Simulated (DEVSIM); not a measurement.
System: InP p-n junction from an implanted or diffused profile, at 250 K.

```tsv
layer (left to right)	material	thickness (μm)	Nd (cm⁻³)	τn (s)	τp (s)
1	InP	160	2.9e16	3.3e-9	3.3e-9
```

Added acceptor profile: 9.9e17 cm⁻³ × exp(−(x − 0.045 μm)²/(2·(0.12 μm)²)). Left contact: ohmic. Right contact: ohmic. Voltage is applied to the left contact. Recombination: SRH at mid-gap, Auger. Mobility is constant in doping.

Constants are typed, rounded textbook-type inputs, not results; the design itself was drawn at random and stands for no fabricated device. Values at 300 K; Nc and Nv go as T^1.5, mobilities as T to minus their exponent, the gap by Varshni's rule with the affinity fixed.

```csv
parameter,InP
gap (eV),1.344
affinity (eV),4.38
permittivity,12.5
Nc (cm⁻³),5.7e17
Nv (cm⁻³),1.1e19
μn (cm²/Vs),5200
μp (cm²/Vs),170
T exponent of μn,2
T exponent of μp,2
Cn (cm⁶/s),9e-31
Cp (cm⁶/s),9e-31
Varshni α (eV/K),0.000363
Varshni β (K),162
```

DEVSIM, 1D drift-diffusion, Boltzmann statistics, complete ionisation; no tunnelling, impact ionisation, image-force lowering or self-heating.

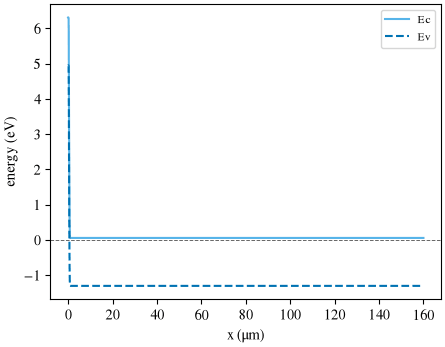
Fig. 1. Band edges at -5.0 V on the left contact

Energies count from the Fermi level of the right contact; mesh points crowd at the junctions.

```tsv
x (μm)	Ec (eV)	Ev (eV)	n (cm⁻³)	p (cm⁻³)	field (V/cm)
0.000	6.311	4.952	< 1e2	8.9e17	630
0.02794	6.313	4.953	< 1e2	9.5e17	260
0.06936	6.312	4.953	< 1e2	9.4e17	-380
0.1307	6.307	4.948	< 1e2	7.4e17	-1300
0.2538	6.194	4.835	< 1e2	3.9e15	-66000
0.3642	4.574	3.214	< 1e2	< 1e2	-180000
0.4722	2.766	1.406	< 1e2	< 1e2	-150000
0.6231	0.979	-0.381	< 1e2	< 1e2	-87000
0.8630	0.062	-1.298	2.5e16	< 1e2	-1500
1.480	0.058	-1.301	2.9e16	< 1e2	≈ 0
3.067	0.058	-1.301	2.9e16	< 1e2	≈ 0
9.370	0.058	-1.301	2.9e16	< 1e2	≈ 0
23.36	0.058	-1.301	2.9e16	< 1e2	≈ 0
59.33	0.058	-1.301	2.9e16	< 1e2	≈ 0
128.7	0.058	-1.301	2.9e16	< 1e2	≈ 0
147.8	0.058	-1.301	2.9e16	< 1e2	≈ 0
155.2	0.058	-1.301	2.9e16	< 1e2	≈ 0
158.2	0.058	-1.301	2.9e16	< 1e2	≈ 0
159.5	0.058	-1.301	2.9e16	< 1e2	≈ 0
159.8	0.058	-1.301	2.9e16	< 1e2	≈ 0
159.9	0.058	-1.301	2.9e16	< 1e2	≈ 0
160.0	0.058	-1.301	2.9e16	< 1e2	≈ 0
```
